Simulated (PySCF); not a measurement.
**[WO3(OH)]−: how settings move a single point**

Aim: repeat the single point on relaxed [WO3(OH)]− with altered settings, some of them bad on purpose. The structure is generated, not taken from experiment.

Method: B3LYP, W def2-SVP with ECP60, O def2-SVP, H def2-SVP; scalar-relativistic core potentials, no spin–orbit coupling; program: PySCF 2.14.0.

2 further runs of the same task are left out: 2 for a known fault of the program. Runs told in other sessions of the task aren't counted.

### Step 1. Starting geometry

6 atoms, charge -1, spin multiplicity 1.

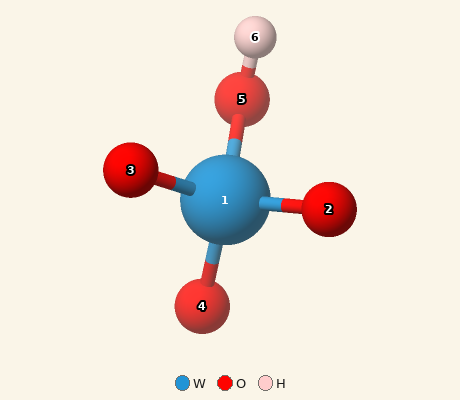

The geometry (tungsten blue, oxygen red, hydrogen pink); atoms are numbered from 1 in the order of the file.

Geometry (Å):

```
W     0.0121   -0.0121   -0.0525
O     0.9454    1.0785    0.9643
O    -1.0785   -0.9454    0.9643
O     1.0756   -1.0756   -0.9620
O    -1.0443    1.0443   -1.3221
H    -1.6692    1.6692   -0.9326
```

Formal oxidation states: W +6. An earlier session relaxed this geometry at B3LYP, W def2-SVP with ECP60, O def2-SVP, H def2-SVP (singlet, point group Cs).

The sound run used a (50, 194) grid (finer on f atoms), a threshold of 1e-8 and at most 55 cycles, and ended at -368.642443 Eh.

### Step 2. Try 1

The input, run.py (the lines that set the calculation):

```python
mol = gto.M(atom='''
W      0.01135    -0.01135    -0.04935
O      0.88867     1.01383     0.90640
O     -1.01383    -0.88867     0.90640
O      1.01106    -1.01106    -0.90430
O     -0.98168     0.98168    -1.24281
H     -1.56909     1.56909    -0.87666''',
    basis={'W': 'def2-SVP', 'O': 'def2-SVP', 'H': 'def2-SVP'},
    ecp={'W': 'def2-SVP'},
    charge=-1, spin=0)
mf = dft.RKS(mol, xc='B3LYP')
mf.grids.atom_grid = (50, 194)
mf = mf.density_fit()  # fitting sets: W def2-universal-JKFIT, O def2-universal-JKFIT, H def2-universal-JKFIT
mf.conv_tol = 1e-08; mf.max_cycle = 55
mf.kernel(dm0)  # dm0: free metal ions and neutral atoms
```

Command:

```sh
OMP_NUM_THREADS=2 python run.py
```

The program printed:

```text
init E= -382.574586135594
  HOMO = 0.0480915295590352  LUMO = 0.193115304676152  gap/eV = 3.94630
cycle= 1 E= -368.007722698756  delta_E= 14.6  |g|= 1.81  |ddm|= 4.12
  HOMO = -0.262973712136382  LUMO = 0.077421616521498  gap/eV = 9.26263
cycle= 2 E= -367.198645411817  delta_E= 0.809  |g|= 2.75  |ddm|=  3.1
  HOMO = -0.0876288524533089  LUMO = 0.12765668659954  gap/eV = 5.85822
cycle= 3 E= -368.504962020274  delta_E= -1.31  |g|= 0.646  |ddm|= 2.03
  HOMO = -0.0913754956356823  LUMO = 0.154858890505817  gap/eV = 6.70038
cycle= 4 E= -368.583716675446  delta_E= -0.0788  |g|= 0.181  |ddm|= 0.611
  HOMO = -0.0789209957117262  LUMO = 0.157295730373068  gap/eV = 6.42778
cycle= 5 E= -368.588603307216  delta_E= -0.00489  |g|= 0.0665  |ddm|= 0.153
  HOMO = -0.0862215769240197  LUMO = 0.157262464980651  gap/eV = 6.62554
cycle= 6 E= -368.589460050476  delta_E= -0.000857  |g|= 0.0121  |ddm|= 0.0694
  HOMO = -0.0854831589381265  LUMO = 0.156763441899603  gap/eV = 6.59187
cycle= 7 E= -368.589477918267  delta_E= -1.79e-05  |g|= 0.00879  |ddm|= 0.0141
  HOMO = -0.0853073904158751  LUMO = 0.156749706142389  gap/eV = 6.58671
cycle= 8 E= -368.589492724029  delta_E= -1.48e-05  |g|= 0.00126  |ddm|= 0.00683
  HOMO = -0.0853719951805748  LUMO = 0.15674208034212  gap/eV = 6.58826
cycle= 9 E= -368.589493019335  delta_E= -2.95e-07  |g|= 0.000176  |ddm|= 0.000981
  HOMO = -0.0853769284135607  LUMO = 0.156738868970269  gap/eV = 6.58831
cycle= 10 E= -368.589493024534  delta_E= -5.2e-09  |g|= 3.33e-05  |ddm|= 0.000133
  HOMO = -0.0853835526276327  LUMO = 0.156741367641182  gap/eV = 6.58855
Extra cycle  E= -368.589493024248  delta_E= 2.86e-10  |g|= 5.13e-05  |ddm|= 6.9e-05
converged SCF energy = -368.589493024248
```

Wall time 2.5 s (2 threads of Arm Neoverse V2, shared host).

Changed: the scale of all coordinates (0.94). It converges in 10 cycles, +1.441 eV from the sound run, with a largest force component of 4.71 eV/Å. The setting is unsound, so these numbers aren't the compound's.

### Step 3. Try 2

The input, run.py (the lines that set the calculation):

```python
mol = gto.M(atom='''
W      0.01208    -0.01208    -0.05250
O      0.94539     1.07854     0.96425
O     -1.07854    -0.94539     0.96425
O      1.07559    -1.07559    -0.96202
O     -1.04434     1.04434    -1.32214
H     -1.66924     1.66924    -0.93262''',
    basis={'W': 'def2-SVP', 'O': 'def2-SVP', 'H': 'def2-SVP'},
    ecp={'W': 'def2-SVP'},
    charge=-1, spin=0)
mf = dft.RKS(mol, xc='B3LYP')
mf.grids.atom_grid = (50, 194)
mf = mf.density_fit()  # fitting sets: W def2-universal-JKFIT, O def2-universal-JKFIT, H def2-universal-JKFIT
mf.conv_tol = 1e-08; mf.max_cycle = 100
mf.kernel(dm0)  # dm0: core Hamiltonian
```

Command:

```sh
OMP_NUM_THREADS=2 python run.py
```

The program printed:

```text
init E= -338.70784623108
  HOMO = 0.818855568410225  LUMO = 0.847631305327063  gap/eV = 0.78303
cycle= 1 E= -279.177431246461  delta_E= 59.5  |g|= 13.1  |ddm|= 45.2
  HOMO = -4.07962455842038  LUMO = -3.87564660113933  gap/eV = 5.55052
cycle= 2 E= -321.730158876747  delta_E= -42.6  |g|= 9.21  |ddm|= 50.8
  HOMO = -0.0938237137462345  LUMO = 0.0025980482687622  gap/eV = 2.62377
cycle= 3 E= -351.478353761633  delta_E= -29.7  |g|= 7.05  |ddm|= 26.6
  HOMO = 0.0926670245480473  LUMO = 0.130141278838157  gap/eV = 1.01973
cycle= 4 E= -358.544980876545  delta_E= -7.07  |g|= 6.29  |ddm|= 9.43
  HOMO = -0.0685104381763857  LUMO = 0.0753958699325104  gap/eV = 3.91589
cycle= 5 E= -367.342650743333  delta_E= -8.8  |g|= 2.41  |ddm|= 7.39
  HOMO = -0.0499565087890268  LUMO = 0.0133878270498968  gap/eV = 1.72369
cycle= 6 E= -365.291759816501  delta_E= 2.05  |g|= 4.06  |ddm|= 4.31
  HOMO = -0.0721254226404611  LUMO = 0.135462200146854  gap/eV = 5.64875
cycle= 7 E= -368.505872105821  delta_E= -3.21  |g|= 0.832  |ddm|= 3.09
  HOMO = -0.067658559349377  LUMO = 0.151954717010146  gap/eV = 5.97598
cycle= 8 E= -368.588578494546  delta_E= -0.0827  |g|= 0.533  |ddm|= 0.854
  HOMO = -0.083715531552382  LUMO = 0.145131035835227  gap/eV = 6.22723
cycle= 9 E= -368.638617586565  delta_E= -0.05  |g|= 0.133  |ddm|= 0.417
  HOMO = -0.0878476600762403  LUMO = 0.145477400430838  gap/eV = 6.34910
cycle= 10 E= -368.642360059448  delta_E= -0.00374  |g|= 0.0201  |ddm|= 0.101
  HOMO = -0.0887951307985926  LUMO = 0.145756732775066  gap/eV = 6.38248
cycle= 11 E= -368.642395985735  delta_E= -3.59e-05  |g|= 0.015  |ddm|= 0.0163
  HOMO = -0.0890555395206517  LUMO = 0.145784570362853  gap/eV = 6.39032
cycle= 12 E= -368.64243332623  delta_E= -3.73e-05  |g|= 0.00688  |ddm|= 0.00927
  HOMO = -0.0890588581979442  LUMO = 0.1461072790874  gap/eV = 6.39920
cycle= 13 E= -368.642443050963  delta_E= -9.72e-06  |g|= 0.00138  |ddm|= 0.00476
  HOMO = -0.0892058095171849  LUMO = 0.14610141267483  gap/eV = 6.40304
cycle= 14 E= -368.642443414573  delta_E= -3.64e-07  |g|= 0.000249  |ddm|= 0.00101
  HOMO = -0.0892027174368738  LUMO = 0.14609858577531  gap/eV = 6.40287
cycle= 15 E= -368.642443428123  delta_E= -1.35e-08  |g|= 4.33e-05  |ddm|= 0.000193
  HOMO = -0.0892024752029199  LUMO = 0.146096632440833  gap/eV = 6.40281
cycle= 16 E= -368.642443428522  delta_E= -3.99e-10  |g|= 3.32e-06  |ddm|= 3.43e-05
  HOMO = -0.089201997961086  LUMO = 0.146096859247377  gap/eV = 6.40281
Extra cycle  E= -368.642443428517  delta_E= 5.91e-12  |g|= 4.03e-06  |ddm|= 5.33e-06
converged SCF energy = -368.642443428517
```

It took 2.8 s on 2 threads of Arm Neoverse V2, shared host.

Changed: the starting guess (bare core Hamiltonian); the cycle limit is 100. It converges in 16 cycles, at the sound run's energy within 0.001 eV, with a largest force component of 0.02 eV/Å. The result survives the change.

### Step 4. Try 3

run.py (the lines that set the calculation), as its differences from that of step 3:

```diff
@@ -13,3 +13,3 @@
 mf = mf.density_fit()  # fitting sets: W def2-universal-JKFIT, O def2-universal-JKFIT, H def2-universal-JKFIT
-mf.conv_tol = 1e-08; mf.max_cycle = 100
-mf.kernel(dm0)  # dm0: core Hamiltonian
+mf.conv_tol = 1e-08; mf.max_cycle = 55
+mf.kernel(dm0)  # dm0: smeared density
```

Command:

```sh
OMP_NUM_THREADS=2 python run.py
```

The program printed:

```text
init E= -368.612517536466
  HOMO = -0.0932940230994965  LUMO = 0.144618489947276  gap/eV = 6.47393
cycle= 1 E= -368.642123401879  delta_E= -0.0296  |g|= 0.0389  |ddm|= 0.131
  HOMO = -0.0833255320334407  LUMO = 0.14447090731308  gap/eV = 6.19866
cycle= 2 E= -368.639817718926  delta_E= 0.00231  |g|= 0.116  |ddm|= 0.108
  HOMO = -0.08814968658182  LUMO = 0.14608378057638  gap/eV = 6.37382
cycle= 3 E= -368.642434747294  delta_E= -0.00262  |g|= 0.00591  |ddm|= 0.0789
  HOMO = -0.0891114377560911  LUMO = 0.146034817120502  gap/eV = 6.39866
cycle= 4 E= -368.642442713612  delta_E= -7.97e-06  |g|= 0.00188  |ddm|= 0.00741
  HOMO = -0.0891493809280867  LUMO = 0.146064545530394  gap/eV = 6.40050
cycle= 5 E= -368.642443224904  delta_E= -5.11e-07  |g|= 0.001  |ddm|= 0.00171
  HOMO = -0.0891950816497935  LUMO = 0.146104413510197  gap/eV = 6.40283
cycle= 6 E= -368.642443423366  delta_E= -1.98e-07  |g|= 0.000153  |ddm|= 0.000806
  HOMO = -0.0892001704706688  LUMO = 0.146099407383531  gap/eV = 6.40283
cycle= 7 E= -368.642443422564  delta_E= 8.02e-10  |g|= 0.000169  |ddm|= 0.000211
  HOMO = -0.0892024287751104  LUMO = 0.146095910806018  gap/eV = 6.40279
cycle= 8 E= -368.642443428444  delta_E= -5.88e-09  |g|= 1.73e-05  |ddm|= 0.000128
  HOMO = -0.0892015661501358  LUMO = 0.146097537475226  gap/eV = 6.40281
Extra cycle  E= -368.642443428138  delta_E= 3.06e-10  |g|= 4.35e-05  |ddm|= 4.38e-05
converged SCF energy = -368.642443428138
```

Run time: 2.3 s. Hardware: 2 threads of Arm Neoverse V2, shared host.

Changed: the starting guess (smeared density). It converges in 8 cycles, at the sound run's energy within 0.001 eV, with a largest force component of 0.02 eV/Å. The result survives the change.

### Step 5. Try 4

run.py (the lines that set the calculation), as its differences from that of step 4:

```diff
@@ -11,5 +11,5 @@
 mf = dft.RKS(mol, xc='B3LYP')
-mf.grids.atom_grid = (50, 194)
+mf.grids.atom_grid = (30, 86)
 mf = mf.density_fit()  # fitting sets: W def2-universal-JKFIT, O def2-universal-JKFIT, H def2-universal-JKFIT
 mf.conv_tol = 1e-08; mf.max_cycle = 55
-mf.kernel(dm0)  # dm0: smeared density
+mf.kernel(dm0)  # dm0: free metal ions and neutral atoms
```

Command:

```sh
OMP_NUM_THREADS=2 python run.py
```

The program printed:

```text
init E= -382.298527289071
  HOMO = 0.0572375983096549  LUMO = 0.18520165749721  gap/eV = 3.48208
cycle= 1 E= -367.810176144819  delta_E= 14.5  |g|= 2.14  |ddm|= 4.04
  HOMO = -0.300284925059525  LUMO = 0.0445785171533295  gap/eV = 9.38421
cycle= 2 E= -366.112432693555  delta_E=  1.7  |g|= 3.55  |ddm|= 3.69
  HOMO = -0.0801633387583992  LUMO = 0.099136216719343  gap/eV = 4.87899
cycle= 3 E= -368.439540281992  delta_E= -2.33  |g|= 1.01  |ddm|= 2.76
  HOMO = -0.0940068957150318  LUMO = 0.140448245757238  gap/eV = 6.37985
cycle= 4 E= -368.641474586019  delta_E= -0.202  |g|= 0.17  |ddm|= 0.783
  HOMO = -0.0821904154136789  LUMO = 0.148223134135197  gap/eV = 6.26987
cycle= 5 E= -368.644846297407  delta_E= -0.00337  |g|= 0.0918  |ddm|= 0.165
  HOMO = -0.0904680155128888  LUMO = 0.146817591324621  gap/eV = 6.45687
cycle= 6 E= -368.646216102024  delta_E= -0.00137  |g|= 0.0403  |ddm|= 0.0963
  HOMO = -0.0903357030024511  LUMO = 0.14637318528517  gap/eV = 6.44118
cycle= 7 E= -368.646493018517  delta_E= -0.000277  |g|= 0.0178  |ddm|= 0.0368
  HOMO = -0.0893189503952835  LUMO = 0.146207213840915  gap/eV = 6.40899
cycle= 8 E= -368.646560496624  delta_E= -6.75e-05  |g|= 0.00126  |ddm|= 0.0141
  HOMO = -0.0893845758421398  LUMO = 0.14619198874619  gap/eV = 6.41036
cycle= 9 E= -368.646560779311  delta_E= -2.83e-07  |g|= 0.000283  |ddm|= 0.00111
  HOMO = -0.089392694295867  LUMO = 0.146192146243778  gap/eV = 6.41059
cycle= 10 E= -368.646560793607  delta_E= -1.43e-08  |g|= 7.46e-05  |ddm|= 0.000228
  HOMO = -0.0893989988881643  LUMO = 0.146195179067881  gap/eV = 6.41084
cycle= 11 E= -368.646560794835  delta_E= -1.23e-09  |g|= 1.63e-05  |ddm|= 7.02e-05
  HOMO = -0.0893970138139742  LUMO = 0.146194472482965  gap/eV = 6.41077
Extra cycle  E= -368.646560794463  delta_E= 3.72e-10  |g|= 4.62e-05  |ddm|= 4.45e-05
converged SCF energy = -368.646560794463
```

Run time: 2 s. Hardware: 2 threads of Arm Neoverse V2, shared host.

Changed: the integration grid, to (30, 86). It converges in 11 cycles, -0.112 eV from the sound run, with a largest force component of 0.25 eV/Å. The setting is unsound, so these numbers aren't the compound's.

### Step 6. Try 5

The input, run.py (the lines that set the calculation):

```python
mol = gto.M(atom='''
W      0.01208    -0.01208    -0.05250
O      0.94539     1.07854     0.96425
O     -1.07854    -0.94539     0.96425
O      1.07559    -1.07559    -0.96202
O     -0.41898     0.41898    -0.57056
H     -1.66924     1.66924    -0.93262''',
    basis={'W': 'def2-SVP', 'O': 'def2-SVP', 'H': 'def2-SVP'},
    ecp={'W': 'def2-SVP'},
    charge=-1, spin=0)
mf = dft.RKS(mol, xc='B3LYP')
mf.grids.atom_grid = (50, 194)
mf = mf.density_fit()  # fitting sets: W def2-universal-JKFIT, O def2-universal-JKFIT, H def2-universal-JKFIT
mf.conv_tol = 1e-08; mf.max_cycle = 76
mf.kernel(dm0)  # dm0: free metal ions and neutral atoms
```

Command:

```sh
OMP_NUM_THREADS=2 python run.py
```

The program printed:

```text
init E= -372.532254950563
  HOMO = 0.0920650046217499  LUMO = 0.171848300583196  gap/eV = 2.17101
cycle= 1 E= -361.405931258191  delta_E= 11.1  |g|= 1.81  |ddm|= 5.51
  HOMO = -0.245857289241439  LUMO = -0.103944926352727  gap/eV = 3.86163
cycle= 2 E= -359.831378268534  delta_E= 1.57  |g|= 2.89  |ddm|= 5.03
  HOMO = -0.0597146398671818  LUMO = 0.0343674020521156  gap/eV = 2.56010
cycle= 3 E= -361.761624195826  delta_E= -1.93  |g|= 1.16  |ddm|= 3.76
  HOMO = -0.0473226716772359  LUMO = 0.0372022340827129  gap/eV = 2.30004
cycle= 4 E= -362.015474830364  delta_E= -0.254  |g|= 0.286  |ddm|= 1.24
  HOMO = -0.00577392381620378  LUMO = -0.000150982347556485  gap/eV = 0.15301
cycle= 5 E= -361.434365721555  delta_E= 0.581  |g|= 0.915  |ddm|= 3.42
  HOMO = -0.0465654150060786  LUMO = 0.023978588778526  gap/eV = 1.91960
cycle= 6 E= -362.025357897103  delta_E= -0.591  |g|= 0.21  |ddm|= 3.36
  HOMO = -0.0295714509283265  LUMO = 0.0169494139721138  gap/eV = 1.26590
cycle= 7 E= -362.028424204401  delta_E= -0.00307  |g|= 0.208  |ddm|= 0.251
  HOMO = -0.00336131204226754  LUMO = 0.00539306124374564  gap/eV = 0.23822
cycle= 8 E= -362.010128635961  delta_E= 0.0183  |g|= 0.248  |ddm|= 1.28
  HOMO = -0.0131228996614231  LUMO = 0.00490037172814388  gap/eV = 0.49044
cycle= 9 E= -362.028852654471  delta_E= -0.0187  |g|= 0.163  |ddm|= 0.248
  HOMO = -0.0212331625899509  LUMO = 0.00890529486622782  gap/eV = 0.82011
cycle= 10 E= -362.0410209817  delta_E= -0.0122  |g|= 0.0425  |ddm|= 0.359
  HOMO = -0.0267212403651769  LUMO = 0.0103400679129813  gap/eV = 1.00849
cycle= 11 E= -362.041943867644  delta_E= -0.000923  |g|= 0.00379  |ddm|= 0.15
  HOMO = -0.0268663370777702  LUMO = 0.01028317743447  gap/eV = 1.01089
cycle= 12 E= -362.041951531778  delta_E= -7.66e-06  |g|= 0.000619  |ddm|= 0.0152
  HOMO = -0.026835644981908  LUMO = 0.010303446294273  gap/eV = 1.01061
cycle= 13 E= -362.041951138044  delta_E= 3.94e-07  |g|= 0.00116  |ddm|= 0.00458
  HOMO = -0.0269633769728053  LUMO = 0.0103626109960615  gap/eV = 1.01569
cycle= 14 E= -362.041951673321  delta_E= -5.35e-07  |g|= 0.000322  |ddm|= 0.00219
  HOMO = -0.0269982003795839  LUMO = 0.0103823306446316  gap/eV = 1.01718
cycle= 15 E= -362.041951715843  delta_E= -4.25e-08  |g|= 3.94e-05  |ddm|= 0.000707
  HOMO = -0.0270038529371561  LUMO = 0.0103851360813998  gap/eV = 1.01741
cycle= 16 E= -362.041951716559  delta_E= -7.17e-10  |g|= 3.09e-06  |ddm|= 0.000115
  HOMO = -0.0270026168933626  LUMO = 0.0103846808473449  gap/eV = 1.01736
Extra cycle  E= -362.041951716557  delta_E= 2.39e-12  |g|= 9.25e-06  |ddm|= 3.17e-05
converged SCF energy = -362.041951716557
```

It took 2.8 s on 2 threads of Arm Neoverse V2, shared host.

Changed: one atom's place (atom 5 put 0.8 Å from the metal); the cycle limit is 76. It converges in 16 cycles, +179.609 eV from the sound run, with a largest force component of 603.43 eV/Å. The setting is unsound, so these numbers aren't the compound's.

### Step 7. Side by side

| run | changed | ending | energy change (eV) | cycles | time | usable |
| --- | --- | --- | --- | --- | --- | --- |
| 1 | the scale of all coordinates | converged | +1.441 | 10 | 2.5 s | no |
| 2 | the starting guess | converged | 0.000 | 16 | 2.8 s | yes |
| 3 | the starting guess | converged | 0.000 | 8 | 2.3 s | yes |
| 4 | the integration grid | converged | -0.112 | 11 | 2 s | no |
| 5 | one atom's place | converged | +179.609 | 16 | 2.8 s | no |

2 of 5 altered runs give a usable result. 3 ended normally with numbers unfit to quote.
